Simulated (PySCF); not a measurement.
Consider C3H12N2Si3.

Input file:

```
{"job": {"kind": "nmr", "xc": "PBE0", "basis": "pcSseg-1"}, "charge": 0, "multiplicity": 1}
C      1.710038     1.652875    -0.124512
Si     1.090976     0.117980    -1.040521
N      0.238426    -0.967036     0.061158
Si     1.026428    -2.410941     0.655338
Si    -1.199165    -0.439145     0.869735
C     -2.344409     0.525970    -0.327674
C     -1.913238     1.871097    -0.488964
N     -1.550643     2.953587    -0.586608
H      2.393065     2.222613    -0.746449
H      2.233358     1.390716     0.791294
H      0.884291     2.308532     0.135985
H      2.205163    -0.656801    -1.592508
H      0.154431     0.457678    -2.116956
H     -0.021177    -3.366081     1.011016
H      1.858767    -2.929411    -0.425072
H      1.831305    -2.091367     1.838174
H     -1.966980    -1.619988     1.276711
H     -0.908762     0.416133     2.027199
H     -3.354902     0.535792     0.081277
H     -2.372120     0.038476    -1.301661
```

Launched as:

```sh
OMP_NUM_THREADS=1 python probes_run.py task.json out
```

Geometry: GFN2-xTB.

Method: PySCF 2.14.0, PBE0/pcSseg-1, SCF density, gas phase, non-relativistic.

**What can the converged electron density and electron localisation function tell about the bonding?**

Si–N (1.73 Å): the density is about 1.1 e/Å³ at the midpoint; the ELF peaks at about 0.90 between the atoms, as expected for a shared but strongly polarised pair.
Si–H (1.47 Å): ρ is about 0.82 e/Å³ halfway; the ELF climbs to about 1 towards the hydrogen, as it does in any bond to H.

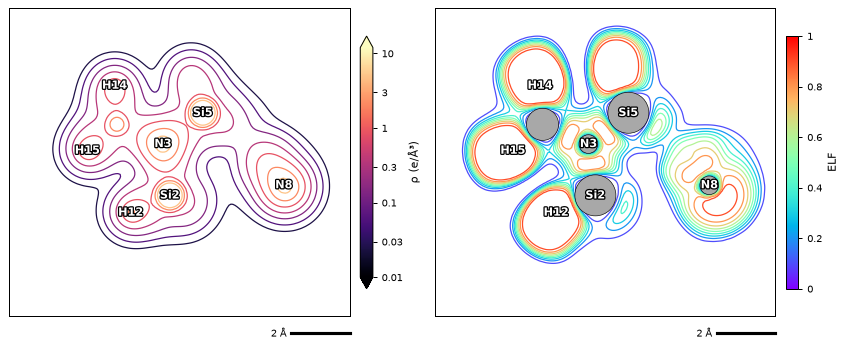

Computed electron density and electron localisation function on the plane of atoms Si2, N3 and Si5, in this order. Grey discs cover the atomic cores in the ELF map. 
